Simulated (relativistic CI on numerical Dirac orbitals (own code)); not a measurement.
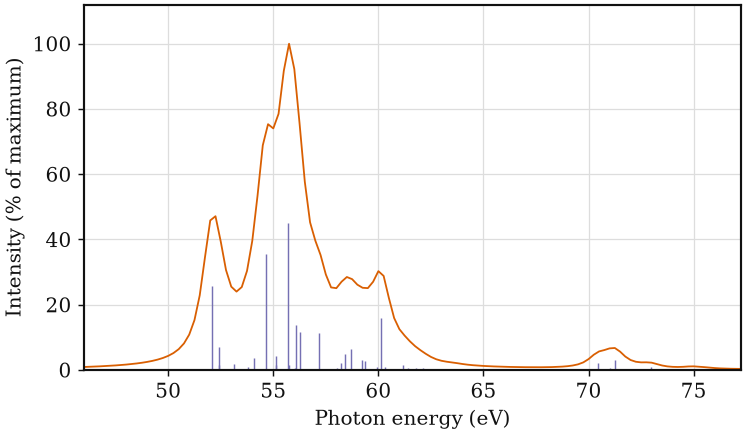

O₂,₃ X-ray absorption of Pt⁴⁺ (platinum, Z = 78), [Xe] 4f¹⁴ 5d⁶, in no crystal field (free ion). Sticks are the strongest transitions, on a scale of their own. Multiplet model: relativistic Dirac–Coulomb–Breit theory, one configuration a step, Slater integrals scaled by 0.7, 300 K, Voigt broadening (Lorentzian 1 eV, Gaussian 0.3 eV full widths), computed with a radial Dirac CI code.

Give the peaks, the centroid and the ground-state spin.

The main maxima lie at 52.2 eV (47), 54.8 eV (75), 55.8 eV (100), 58.5 eV (29) and 60.0 eV (30), heights in % of the largest; the centroid is at 56.4 eV. The ground state has S = 1.77.

Caveat: free-ion energies, so absolute edge positions are off by a few eV from solids; core and valence shell share one n, so the strongest features autoionise and are far broader and can lie several eV off in experiment.
